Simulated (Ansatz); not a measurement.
## CH$_{5}$GeNS$_{2}$: phonon calculation

CH$_{5}$GeNS$_{2}$, SMILES NC1[S][GeH2][S]1, computed with RKS PBE/def2-SVP (Ansatz 0.2.0).

It belongs to a series of runs on one base structure; here: vibrations at the highest image of the band. Figures and captions count atoms from 1; the log counts them from 0 in places.

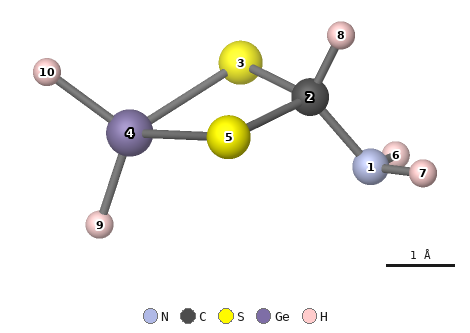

*The structure (ball-and-stick view, seen at a tilt; atoms are numbered from 1 in the order of the input). Sticks mark near contacts.*

Bond lengths as drawn: C–H 1.11 Å, C–N 1.43 Å, C–S 1.87 to 1.91 Å, Ge–H 1.55 to 1.56 Å, Ge–S 2.24 to 2.26 Å and H–N 1.03 Å.

**Results in brief**

| quantity | value |
| --- | --- |
| outcome | converged |
| total energy | −80760.9699 eV |
| mean-field energy | −80760.9699 eV |
| largest force (length of the vector) | 0.003 eV/Å |
| hardware | 2 threads of AMD EPYC (Zen 5), 16 GiB of memory available, shared host |
| wall time | 33 s (CPU time 63 s) |
| peak memory | 0.18 GiB |

**Input file**
```yaml
crystal:
  periodic: [false, false, false]
  atoms:
    - { symbol: "N", position_ang: [-0.912513, 1.492858, 0.305457] }
    - { symbol: C, position_ang: [-0.834256, 0.064601, 0.348958] }
    - { symbol: S, position_ang: [-0.473637, -0.591375, -1.360852] }
    - { symbol: Ge, position_ang: [1.555147, -1.045395, -0.484371] }
    - { symbol: S, position_ang: [0.592211, -0.525736, 1.469014] }
    - { symbol: H, position_ang: [-1.385416, 1.812266, -0.547958] }
    - { symbol: H, position_ang: [-1.400831, 1.872453, 1.126653] }
    - { symbol: H, position_ang: [-1.732812, -0.469365, 0.734964] }
    - { symbol: H, position_ang: [2.713253, -0.123112, -0.966115] }
    - { symbol: H, position_ang: [1.962053, -2.538394, -0.622751] }
basis:
  gaussian: { orbitals: def2-SVP }
hamiltonian:
  xc: pbe
phonons: {}
```

Launched with:
```bash
ansatz run input.yaml --threads 2 --pin off --max-ram 3072MiB --backend cpu --events-out ev --progress --plain --runs-dir out
```

**Log**
```
Engine: ansatz 0.2.0, x86_64-unknown-linux-gnu
Functional definition: PBE
  parameter kappa = 0.804
  parameter beta = 0.06672455060314922
  exchange = pbe_x(kappa = kappa, mu = beta*pi^2/3)
  correlation = pbe_c(beta = beta)
1381 factors; their error is unknown
mean field evaluation 1: about -80753.8155 eV, gradient 5.9e1 eV
mean field evaluation 2: about -80682.8800 eV, gradient 1.4e2 eV
mean field evaluation 4: about -80760.7313 eV, gradient 1.2e1 eV
mean field evaluation 8: about -80761.0662 eV, gradient 2.5e-1 eV
mean field evaluation 16: about -80760.9699 eV, gradient 2.7e-3 eV
mean field -80760.96985685 eV, -2967.9109004878 hartree, gradient 1.6e-5 eV, S^2 0.000000; 0 other end points of the search recorded, 0 dependent functions left out
the calculation of the forces begins
reference -80760.96989340 eV, -2967.9109018308 hartree; 41, 41 occupied and 80, 80 virtual orbitals, 1381 factors
these checks for a lower state are left out or cut short: stability, starts, cluster_reference, orbital_swaps, neighbouring_geometries, increment
1381 factors; their error is unknown
mean field -80760.96977711 eV, -2967.9108975575 hartree, gradient 1.2e-6 eV, S^2 0.000000; 0 other end points of the search recorded, 0 dependent functions left out
[... from here on the field's lines of each further geometry are left out, up to the last ...]
the calculation of the forces begins
reference -80760.96988893 eV, -2967.9109016668 hartree; 41, 41 occupied and 80, 80 virtual orbitals, 1381 factors
these checks for a lower state are left out or cut short: stability, starts, cluster_reference, orbital_swaps, neighbouring_geometries, increment
1381 factors; their error is unknown
mean field -80760.96985250 eV, -2967.9109003281 hartree, gradient 7.3e-7 eV, S^2 0.000000; 0 other end points of the search recorded, 0 dependent functions left out
the calculation of the forces begins
reference -80760.96988905 eV, -2967.9109016711 hartree; 41, 41 occupied and 80, 80 virtual orbitals, 1381 factors
WARN: phonons: modes at or below zero, which the zero-point energy, F, S and C_V leave out: 1, the lowest at -152.45 cm⁻¹. A minimum has none, and a first-order saddle one
Total energy: -80760.96989340 eV, -2967.9109018308 hartree
Atom 0 at    -0.912513     1.492858     0.305457 Å, force    -0.002854    -0.001496    -0.000543 eV/Å
Atom 1 at    -0.834256     0.064601     0.348958 Å, force     0.001647     0.000965     0.000547 eV/Å
Atom 2 at    -0.473637    -0.591375    -1.360852 Å, force     0.000282    -0.000296    -0.001300 eV/Å
Atom 3 at     1.555147    -1.045395    -0.484371 Å, force    -0.000166     0.000678     0.000443 eV/Å
Atom 4 at     0.592211    -0.525736     1.469014 Å, force    -0.000414     0.000567     0.000653 eV/Å
Atom 5 at    -1.385416     1.812266    -0.547958 Å, force     0.000810     0.000251     0.000302 eV/Å
Atom 6 at    -1.400831     1.872453     1.126653 Å, force     0.001531     0.000256     0.000348 eV/Å
Atom 7 at    -1.732812    -0.469365     0.734964 Å, force    -0.000178    -0.000699    -0.000164 eV/Å
Atom 8 at     2.713253    -0.123112    -0.966115 Å, force     0.000005     0.000022    -0.000262 eV/Å
Atom 9 at     1.962053    -2.538394    -0.622751 Å, force    -0.000662    -0.000249    -0.000025 eV/Å
Dipole moment:    -0.180510     0.110003    -0.043872 e Å
Vibrations: -152.45 65.47 254.25 343.51 387.92 405.29 443.87 493.53 497.28 566.94 648.70 689.44 735.02 862.11 1064.28 1116.37 1190.59 1266.00 1543.07 2041.94 2065.13 2939.71 3409.29 3511.81 cm⁻¹, zero-point energy 1.645366 eV
```

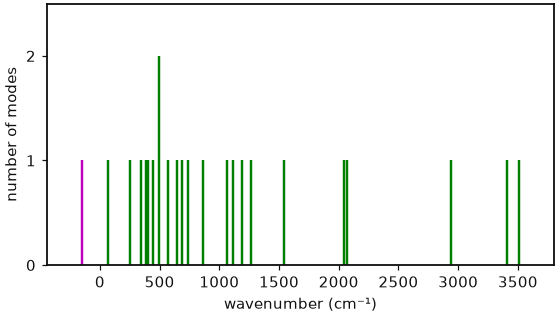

*Harmonic vibrational wavenumbers from the force constants; neighbouring modes closer than 17 cm⁻¹ are counted in one stick, and imaginary ones are drawn at negative wavenumbers.*

24 modes from 152i to 3512 cm⁻¹, 1 imaginary beyond 8i (152i cm⁻¹): a first-order saddle point, if the geometry is stationary.
